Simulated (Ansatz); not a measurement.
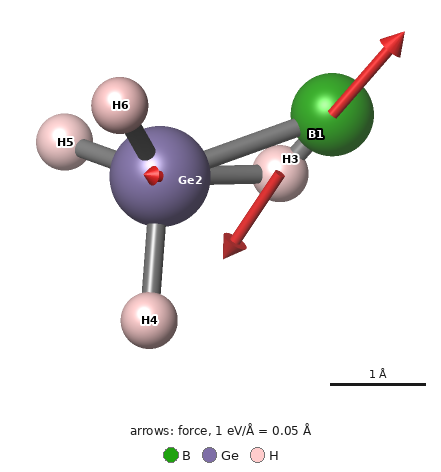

Starting geometry of BGeH₄ (multiplicity 2) with the computed forces as red arrows. Style: ball-and-stick. Shown from a free direction.

It is one of the separated reactants of a reaction.

Level of theory: UKS PBE-D4/def2-SVP in Ansatz 0.2.0.

The input:
```yaml
crystal:
  periodic: [false, false, false]
  atoms:
    - {symbol: B, position_ang: [0.913576, -0.859828, 0.801187]}
    - {symbol: Ge, position_ang: [-0.305793, 0.433799, -0.187700]}
    - {symbol: H, position_ang: [0.563365, -0.781085, 0.033033]}
    - {symbol: H, position_ang: [-1.476534, -0.204447, -0.964360]}
    - {symbol: H, position_ang: [0.592582, 1.171643, -1.200222]}
    - {symbol: H, position_ang: [-0.884230, 1.484084, 0.774382]}
basis:
  gaussian: {orbitals: def2-SVP}
magnetization: {spin_polarized: true, initial_magnetization: 1}
hamiltonian: {xc: pbe, dispersion: d4}
relax: {f_tol: 0.03, max_steps: 250}
```

Command:
```bash
ansatz run in.yaml --threads 2 --pin off --events-out ev --progress --plain --max-ram 4352MiB
```

Question: Is this structure relaxed? If not, where do the atoms go?

Answer: It isn't relaxed: the largest force vector, on B1, is 23.87 eV/Å. The final displacements run against the starting forces (cosine between the two patterns −0.34). H3 moves most after the best rigid fit: 1.30 Å. Largest moves by element: H 1.30 Å, B 0.26 Å, Ge 0.25 Å. Among the contacts that change: Ge2–H3 1.510 → 3.039 Å, B1–H3 0.848 → 1.214 Å, Ge2–H4 1.543 → 1.558 Å, Ge2–H6 1.537 → 1.552 Å. Bonds break: Ge2–H3 (1.51 → 3.04 Å). Bond angles that change, for instance: Ge2–B1–H3 41.7° → 136.7°. Groups turn about B1–Ge2 by about 25°. The energy falls by 159.7 kcal/mol in 15 accepted moves (18 points after the start). The largest force component goes from 22 to 0.014 eV/Å. The line search rejected the trial steps at points 9, 12, 14 of the run. The forces were under the threshold at step 15, but the run went on from there.
